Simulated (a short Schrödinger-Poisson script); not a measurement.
Stack: MOS inversion layer, SiO2 on p-type InP, at 300 K.

| layer | material | thickness (nm) | Na (cm⁻³) |
|---|---|---|---|
| 1 | SiO2 | 2 | - |
| 2 | InP | 1200 | 1.7e17 |

The device is made up for the run: typed textbook-type constants, with dimensions and the other settings drawn at random. SiO2: permittivity 3.9, conduction-band edge (eV) 3.48, gap (eV) 9, electron mass (mₑ) 0.5. InP: permittivity 12.5, conduction-band edge (eV) 0, gap (eV) 1.344, Nv at 300 K (cm⁻³) 1.1e19.

Channel valleys (confinement mass, in-plane density-of-states mass, number): Γ 0.08, 0.08, 1. At the gate the conduction-band edge of layer 1 lies 4 eV − eVg above the Fermi level of the channel; the field vanishes at the back. Gaps are held at their typed values at every temperature. Mesh 0.03 nm at interfaces.

From a short Schrödinger-Poisson script (our own, NumPy): 1D Poisson equation in equilibrium, electrons quantum, Hartree plus LDA exchange-correlation (BenDaniel-Duke, 12 states a valley, the channel's in-plane mass for all, wave functions ending at the dielectric), parabolic valleys, classical holes, full ionisation, no traps, pinning or gate leakage.

Only gate voltages with over 1e8 electrons/cm² are shown.

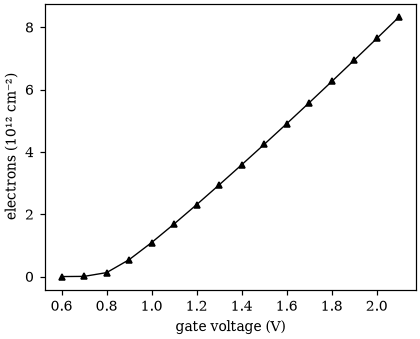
Figure: Sheet density against gate voltage

```tsv
Vg (V)	electrons (cm⁻²)	C (μF/cm²)	Γ E0 (meV)	Γ E1 (meV)
0.6	1.87e8	0.109	218.6	325.9
0.8	1.27e11	0.508	48.0	164.2
1	1.09e12	0.945	-23.4	104.4
1.2	2.31e12	1.02	-65.6	73.0
1.4	3.59e12	1.05	-102.8	46.5
1.6	4.91e12	1.08	-137.6	23.1
1.8	6.26e12	1.10	-170.4	3.0
2	7.64e12	1.12	-201.7	-14.6
```

Subbands count from the Fermi level.

Above a few 1e12 electrons/cm² a light Γ valley is non-parabolic and upper valleys begin to fill, which the model leaves out.
